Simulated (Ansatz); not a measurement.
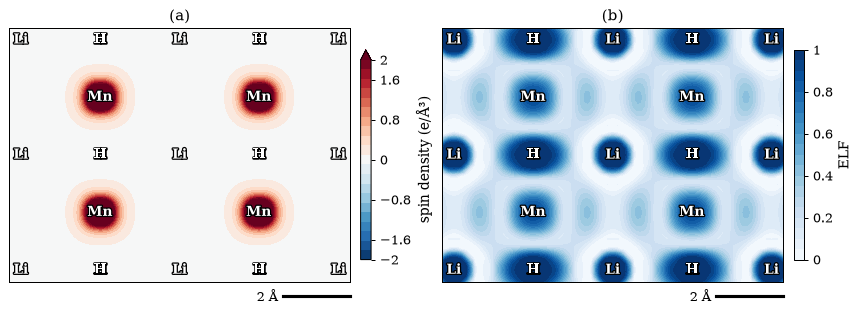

Figure. LiMnH3. (a) magnetisation density (up minus down); (b) ELF on the (100) plane of the conventional cell.

Space group P4/mbm; a structure generated by program, which may or may not match a known phase; spin-polarised.

Method: DFT PBE, scalar-relativistic, plane waves, PAW (Ansatz 0.2.0).

The density is the valence pseudo-density of a PAW calculation; it isn't the true density close to the nuclei.

```xyz
10
Lattice="4.6988 0.0000 0.0000 0.0000 4.6988 0.0000 0.0000 0.0000 3.4054" Properties=species:S:1:pos:R:3 pbc="T T T"
Li    0.0000    2.3494    1.7027
Li    2.3494    0.0000    1.7027
Mn    2.3494    2.3494    0.0000
Mn    0.0000    0.0000    0.0000
H     3.8039    1.4545    0.0000
H     3.2442    3.8039    0.0000
H     2.3494    2.3494    1.7027
H     0.8948    3.2442    0.0000
H     1.4545    0.8948    0.0000
H     0.0000    0.0000    1.7027
```

**Describe what can be read from this map.**

Atoms in the plane: Li, Mn and H.
Mn–H (1.70 Å): the ELF climbs to about 1 towards the hydrogen.
The features right at Li and Mn lie inside the PAW spheres, where the map follows smoothed inner orbitals and isn't to be read closely.
The spin density sits on Mn: +2.2 μB (×2) in one cell of 10 atoms: parallel main moments (a ferromagnetic arrangement) in this solution. The cell of the calculation (10 atoms) carries 5.6 μB of net spin moment.

**How much charge does the calculation move between the atoms?**

Electrons move from Li and Mn towards H. Bader charges: Li +0.87, Mn +0.75 and H −0.54 e.
